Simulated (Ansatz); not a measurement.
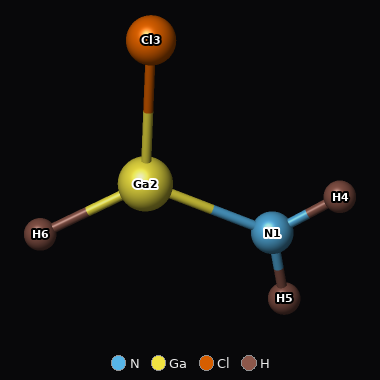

The system is ClGaH₃N (SMILES [NH2][GaH][Cl]) with the probe Cl-; the picture shows it without the atoms that are moved over the map. The probe is moved over a plane parallel to the molecule's main plane, 3.10 Å above it. First axis: x of the probe's Cl atom. Second axis: y of the probe's Cl atom. Nothing is relaxed (molecule and probe rigid). The scan uses an 11 × 11 grid. Points are written as (first, second). All energies are given in kcal/mol relative to molecule and probe far apart, each relaxed in its own basis (no counterpoise correction). All numbers below come from RHF-MP2, frozen core/def2-SVPD (Ansatz 0.2.0).

Range: x of the probe's Cl atom from −3.65 to 3.65 Å; y of the probe's Cl atom from −3.65 to 3.65 Å.

### What will the energy surface look like?

The lowest grid point is at (0.00 Å, −0.73 Å) [nearest 1 Ga at 3.10 Å], −18.0 kcal/mol from molecule and probe far apart, each relaxed in its own basis (no counterpoise correction). The bottom of the well lies between grid points, at about (0.18 Å, −1.02 Å), about 0.56 kcal/mol lower on the interpolated surface. It is the only kind of minimum in the scanned range. The highest grid point, (−2.92 Å, 0.73 Å) [nearest 1 Cl at 3.34 Å], lies 20.7 kcal/mol above the lowest. Near the minimum the well is nearly round, with a curvature of about 0.42 eV/Å².

```csv
"y of the probe's Cl atom ↓, x of the probe's Cl atom →",−3.65,−2.92,−2.19,−1.46,−0.73,0.00,0.73,1.46,2.19,2.92,3.65
3.65,2.3,1.9,1.4,0.5,−0.5,−1.7,−2.8,−3.5,−3.9,−3.9,−3.7
2.92,2.3,1.9,1.3,0.3,−1.2,−2.6,−3.8,−4.5,−4.8,−4.8,−4.6
2.19,2.3,2.0,1.4,0.1,−1.9,−3.7,−4.6,−5.0,−5.3,−5.5,−5.4
1.46,2.4,2.4,2.1,0.3,−2.8,−5.2,−5.5,−4.8,−5.0,−5.7,−6.0
0.73,2.4,2.7,2.6,0.0,−5.1,−8.5,−7.7,−5.3,−4.9,−6.0,−6.6
0.00,2.2,2.2,1.4,−2.6,−9.5,−13.8,−12.3,−8.3,−6.5,−6.9,−7.2
−0.73,1.6,0.7,−1.4,−6.6,−13.7,−18.0,−16.6,−12.2,−9.2,−8.2,−7.7
−1.46,0.9,−0.6,−3.6,−8.5,−14.2,−17.5,−16.7,−13.5,−10.6,−8.8,−7.6
−2.19,0.4,−1.2,−3.9,−7.6,−11.4,−13.6,−13.5,−11.8,−9.8,−8.2,−6.9
−2.92,0.3,−1.2,−3.2,−5.7,−8.0,−9.5,−9.7,−9.1,−8.0,−6.9,−5.9
−3.65,0.2,−0.9,−2.3,−3.9,−5.4,−6.5,−6.9,−6.7,−6.1,−5.5,−4.8
```

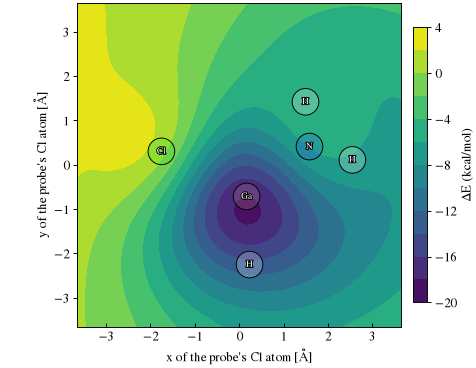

The picture shows filled contours, labelled circles for the molecule's atoms, projected on the plane. Between grid points the surface is interpolated.

Each point was launched as `ansatz run input.yaml --threads 1 --pin off --max-ram 2560MiB --backend cpu --events-out ev --progress --plain --runs-dir out`. The whole map (121 points run) took 25 min on 1 thread of Arm Neoverse V2, with other jobs on the host.
